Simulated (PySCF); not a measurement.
Input file:

```
{"job": {"kind": "nmr", "xc": "PBE0", "basis": "pcSseg-1"}, "charge": 0, "multiplicity": 1}
C      0.583393     1.354362    -0.795408
C      0.515585     0.417088     0.162737
O      1.570004     0.059261     0.937758
Si     3.130329     0.680626     0.863998
C     -0.697955    -0.363814     0.522882
C     -1.704708    -0.768245    -0.522219
C     -2.068135     0.262946     0.491274
H      1.503399     1.899643    -1.016426
H     -0.294616     1.604436    -1.391150
H      3.880595    -0.047365     1.919556
H      3.126121     2.148259     1.137887
H      3.733703     0.429638    -0.478569
H     -0.500021    -1.080314     1.323868
H     -1.506535    -0.441379    -1.546840
H     -2.148747    -1.763824    -0.442468
H     -2.768430    -0.005081     1.286712
H     -2.122196     1.307265     0.172110
```

Run with:

```sh
OMP_NUM_THREADS=1 python probes_run.py task.json out
```

Geometry: PBE0-D3(BJ)/def2-SVP.

Level of theory: PBE0/pcSseg-1, SCF density, gas phase, non-relativistic in PySCF.

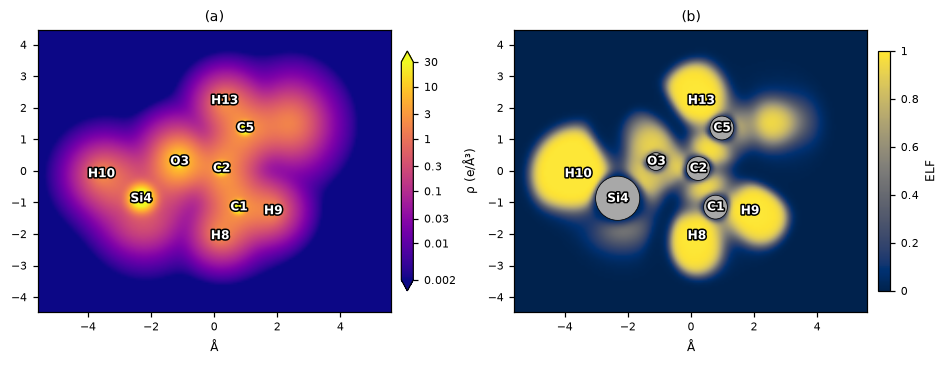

C₅H₁₀OSi (SMILES C=C(O[SiH3])C1CC1). (a) total electron density; (b) ELF on the plane of atoms C2, C1 and H8. Grey discs cover the atomic cores in the ELF map.

**Interpret the plot.**

Atoms in the plane: C, O, Si and H. C–C (1.34 Å): ρ at the midpoint is about 2.3 e/Å³; the ELF peaks at about 0.90 between the atoms (a multiple bond). C–O (1.36 Å): the density is about 2.3 e/Å³ at the midpoint, with its minimum of 1.9 e/Å³ about 0.5 Å from C; the ELF peaks at about 0.90 between the atoms; a polar covalent bond. Si–O (1.68 Å): ρ at the midpoint is about 1 e/Å³; the ELF peaks at about 0.85 between the atoms: a shared but strongly polarised pair. C–H (1.09 Å): ρ at the midpoint is about 1.9 e/Å³; the ELF climbs to about 1 towards the hydrogen, as it does in any bond to H; a covalent bond by its length. C–C (1.49 Å): ρ at the midpoint is about 1.8 e/Å³; the ELF peaks at about 0.95 between the atoms; a shared electron pair. The ELF also peaks beside O3, away from the bonds: lone-pair regions.
